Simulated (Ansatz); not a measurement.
The parent structure is MgO in the rock salt structure (space group Fm-3m, No. 225; a = 4.214 Å). Axes: x, y, z lie along the cube axes.

It is then changed as follows: compressive biaxial strain of 0.50 % in the plane normal to [001], as in epitaxy on a mismatched substrate; the out-of-plane cell vector and the atoms relax.

All numbers come from PBEsol (Ansatz, a first-principles code; PAW; 420 eV plane waves; scalar-relativistic without spin-orbit coupling).

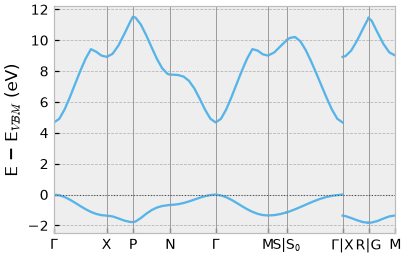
Figure. Highest valence and lowest conduction band along the path of the changed cell's own zone

The gap is 4.68 eV, direct at Γ; the base has 4.62 eV.

No phonon test of stability was made. Labels are those of the standard path for the cell's own space group.
